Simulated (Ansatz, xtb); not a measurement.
## Redistribution: C2ClF3 + CH3F → C2F4 + CH3Cl

Species: C2ClF3 `FC(F)=C(F)Cl`, singlet; CH3F (fluoromethane) `CF`, singlet; C2F4 (tetrafluoroethylene) `FC(F)=C(F)F`, singlet; CH3Cl `CCl`, singlet. The partners trade Cl for F; both sit on C, so the bond types are kept.

Shapes, held fixed at every level: PBE0-D4/def2-TZVP. Programs: Ansatz 0.2.0, xtb 6.7.1, xtb 6.7.1 later snapshot. The zero-point and thermal change to 298 K, harmonic and unscaled (PBE0-D4/def2-TZVP), is -0.4 kJ/mol.

```
               level                    kind  ΔH(298 K) (kJ/mol)  less CCSD(T)/CBS estimate
            GFN2-xTB          semi-empirical               +12.9                      +25.0
         HF/def2-SVP            Hartree–Fock               -22.3                      -10.2
   PBE-D4/def2-TZVPP                     GGA               -12.2                       -0.1
 B3LYP-D4/def2-TZVPP           global hybrid               -11.6                       +0.5
  wB97X-V/def2-TZVPP  range-separated hybrid               -14.3                       -2.2
        MP2/def2-SVP     perturbation theory               -12.9                       -0.8
       CCSD/def2-SVP   coupled cluster or CI               -15.4                       -3.3
  CCSD(T)/def2-TZVPP   coupled cluster or CI               -13.1                       -1.0
CCSD(T)/CBS estimate   coupled cluster or CI               -12.1                        0.0
```

The highest level, CCSD(T)/CBS estimate, gives ΔH(298 K) = -12.1 kJ/mol; the levels span -22.3 to +12.9. They disagree on the sign: 1 of 9 are positive. The column of differences is taken from that level and isn't an error. No measured value is set beside it here. The CBS estimate extrapolates MP2 from def2-TZVPP and def2-QZVPP and adds CCSD(T) − MP2 in the triple-zeta set, cores frozen.

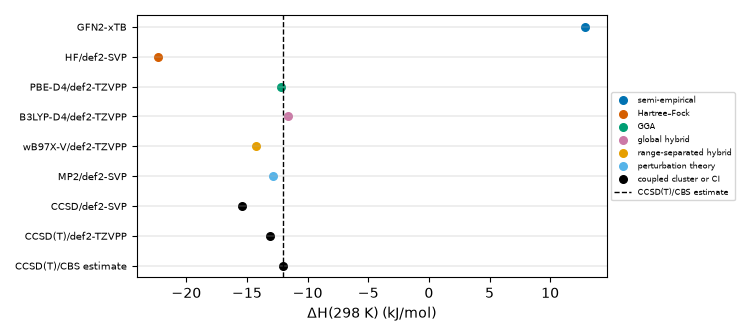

The values of the table, level by level.
